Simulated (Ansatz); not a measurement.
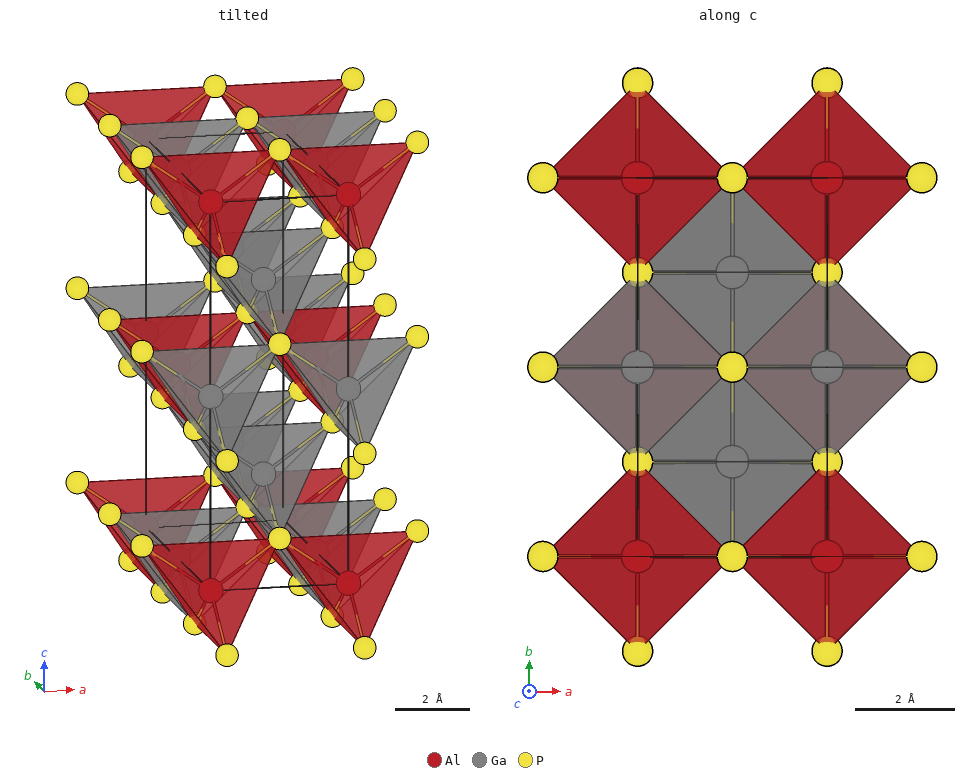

We look at a polyhedral model of the crystal slightly off an axis and along the c axis. The conventional unit cell is outlined; an atom on or near a face, edge or corner is repeated at each equivalent position. Some neighbours outside the box are added.

AlGa3P4, space group Amm2 (No. 38), a = 3.862 Å, b = 7.721 Å, c = 10.910 Å, α = 90.00°, β = 90.00°, γ = 90.00°. The model was built from a structure type filled with these elements by a generator (whether the compound takes this form wasn't checked). Earlier steps of the study, as a rule a relaxation of our own, may have changed the cell and positions, so they can lie some per cent off the listed ones. An electronic-structure calculation with Ansatz was run on it.

This one geometry was computed with Ansatz (DFT, plane waves, PAW) at five levels of theory: PBE, HSE06, r2SCAN, PBE0 and PBE with spin-orbit coupling. It was relaxed beforehand with r2SCAN.

> Which level gives the highest pressure at this volume, and what does that say about its equilibrium volume?

Highest: PBE (2.2 GPa) and PBE with spin-orbit coupling (2.2 GPa), which points to the largest equilibrium volume. Lowest, with the smallest volume: HSE06 (0.5 GPa), r2SCAN (0.0 GPa) and PBE0 (0.3 GPa). Levels within 0.5 GPa of each other can't be told apart.

> How does the band gap change with the level of theory?

PBE with spin-orbit coupling: a gap of 1.55 eV, indirect; PBE: a gap of 1.57 eV, indirect; r2SCAN: a gap of 1.87 eV, indirect; HSE06: a gap of 2.26 eV, indirect; PBE0: a gap of 2.94 eV, indirect.

> Collect the results in a table.

| level | cutoff (eV) | k-mesh of the run's cell | gap (eV) | pressure (GPa) |
| --- | --- | --- | --- | --- |
| PBE | 420 | 6×4×4 | 1.57 | 2.2 |
| HSE06 | 420 | 4×2×2 | 2.26 | 0.5 |
| r2SCAN | 500 | 6×4×4 | 1.87 | 0.0 |
| PBE0 | 420 | 4×2×2 | 2.94 | 0.3 |
| PBE with spin-orbit coupling | 420 | 6×4×4 | 1.55 | 2.2 |

Gaps are taken on the k-mesh or band path of each run.
